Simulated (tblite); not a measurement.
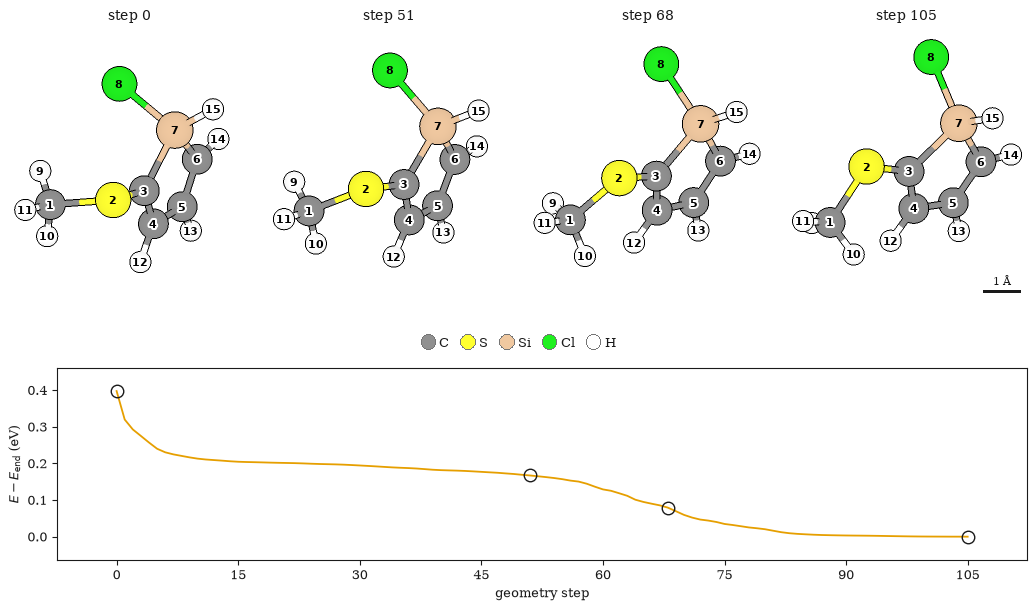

Frames of a relaxation of C$_{5}$H$_{7}$ClSSi, marked on the history of the run. Style: ball-and-stick. Shown from a free direction.

Method: tblite 0.8.0, GFN2-xTB geometry optimisation, gas phase. 

**Describe the path.**

After 105 geometry steps the energy has fallen by 0.398 eV. The atom that moves furthest after the best rigid fit is H9 (1.46 Å). By element the largest moves are H 1.46 Å, Cl 1.19 Å, S 1.18 Å, C 0.66 Å, Si 0.29 Å. Some distances before and after: S2–C3 1.703 → 1.735 Å, Si7–Cl8 2.043 → 2.012 Å, Si7–H15 1.481 → 1.459 Å, C3–Si7 1.888 → 1.909 Å. Among the angles between lasting bonds that change: C6–Si7–Cl8 104.6° → 115.1°, C3–Si7–H15 120.2° → 112.1°, C3–Si7–Cl8 106.1° → 112.9°. Groups turn about S2–C3 by about 70°. Cost: 0.86 s on 1 thread of Arm Neoverse V2 (shared host). From step 0 to 51: Cl8 moves most (0.57 Å), energy −0.231 eV. From step 51 to 68: H12 moves most (0.71 Å), energy −0.088 eV. From step 68 to 105: S and H atoms move most (0.51 Å), energy −0.079 eV.

```
step  E − E(0), eV
   0        0.0000
   1       -0.0778
   2       -0.1049
   3       -0.1227
   4       -0.1407
   5       -0.1576
   6       -0.1673
   7       -0.1729
   8       -0.1770
   9       -0.1811
  10       -0.1846
  15       -0.1930
  20       -0.1960
  25       -0.1992
  30       -0.2032
  35       -0.2095
  40       -0.2160
  45       -0.2206
  50       -0.2286
  55       -0.2407
  60       -0.2685
  65       -0.3028
  70       -0.3381
  75       -0.3629
  80       -0.3773
  85       -0.3912
  90       -0.3944
  95       -0.3958
 100       -0.3973
 105       -0.3976
```
